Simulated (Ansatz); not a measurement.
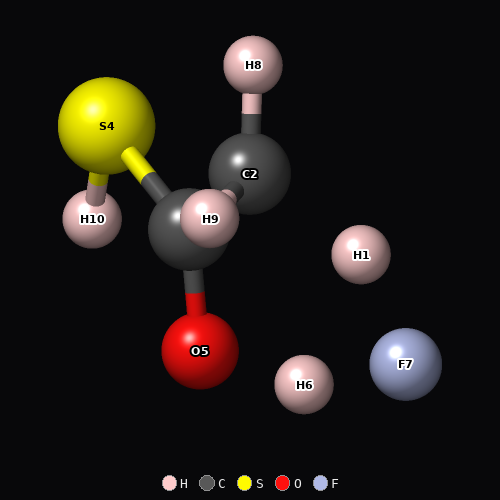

The system is the reacting system C2H5FOS (one molecule; an intramolecular shuttled-shift); the picture shows the reference structure. First axis: distance H1–F7 (bond that forms). Second axis: distance H1–C2 (bond that breaks). Relaxed at each point: all other coordinates. The scan uses an 8 × 8 grid. Points are written as (first, second). Energies: kJ/mol, counted from a guessed transition structure relaxed with its forming and breaking bonds held. Energies and slopes of some neighbouring points disagree (a jump in structure or state, or too coarse a mesh). The reference is spin-restricted, so regions where a bond is pulled apart into radicals lie too high. The calculation used RKS PBE0-D4/def2-SVP (Ansatz).

Its coordinates:

```yaml
atoms:
  - { symbol: H, position_ang: [0.4595, 0.6217, 1.2694] }
  - { symbol: C, position_ang: [0.7335, -0.5404, 0.5527] }
  - { symbol: C, position_ang: [-0.2185, -0.2691, -0.4895] }
  - { symbol: S, position_ang: [-1.1564, -1.5831, -1.1574] }
  - { symbol: O, position_ang: [-0.4458, 0.9049, -0.8901] }
  - { symbol: H, position_ang: [-0.0694, 1.6181, 0.0965] }
  - { symbol: F, position_ang: [0.2381, 1.8125, 1.2430] }
  - { symbol: H, position_ang: [0.7111, -1.5482, 0.9778] }
  - { symbol: H, position_ang: [1.7462, -0.2260, 0.2562] }
  - { symbol: H, position_ang: [-1.9984, -0.7903, -1.8585] }
```

Range: distance H1–F7 (bond that forms) from 0.819 to 2.319 Å; distance H1–C2 (bond that breaks) from 0.963 to 2.163 Å.

What landscape does the calculation give?

Answer. The lowest grid point is at (2.319 Å, 1.068 Å), −149 kJ/mol from a guessed transition structure relaxed with its forming and breaking bonds held. It lies on the edge of the grid, but the force there points inwards, so the minimum lies inside the range. Other grid points that lie below all their neighbours: (0.951 Å, 1.953 Å) (101 kJ/mol higher). The highest grid point, (0.819 Å, 0.963 Å), lies 689 kJ/mol above the lowest.

| second ↓, first → | 0.819 | 0.951 | 1.132 | 1.339 | 1.564 | 1.804 | 2.056 | 2.319 |
| --- | --- | --- | --- | --- | --- | --- | --- | --- |
| 2.163 | 2 | −47 | 13 | 116 | 207 | 231 | 238 | 241 |
| 1.953 | 6 | −48 | 1 | 91 | 153 | 165 | 170 | 172 |
| 1.751 | 19 | −44 | −9 | 61 | 86 | 90 | 92 | 93 |
| 1.559 | 50 | −27 | −14 | 19 | 13 | 9 | 8 | 9 |
| 1.379 | 109 | 11 | −8 | −31 | −57 | −68 | −72 | −71 |
| 1.214 | 204 | 84 | 16 | −63 | −107 | −126 | −132 | −132 |
| 1.068 | 359 | 208 | 66 | −51 | −111 | −138 | −148 | −149 |
| 0.963 | 540 | 356 | 156 | 10 | −64 | −97 | −109 | −112 |

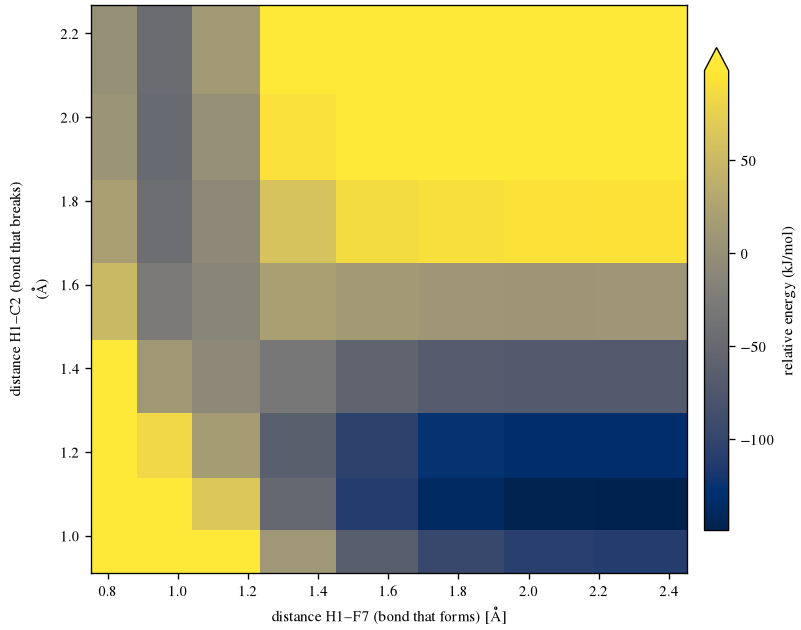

Drawn: one coloured cell a grid point, one colour for all values above the top of the scale.

Time for the 64 points that were run: 36 min on 1 thread of Arm Neoverse V1, with other jobs on the host.
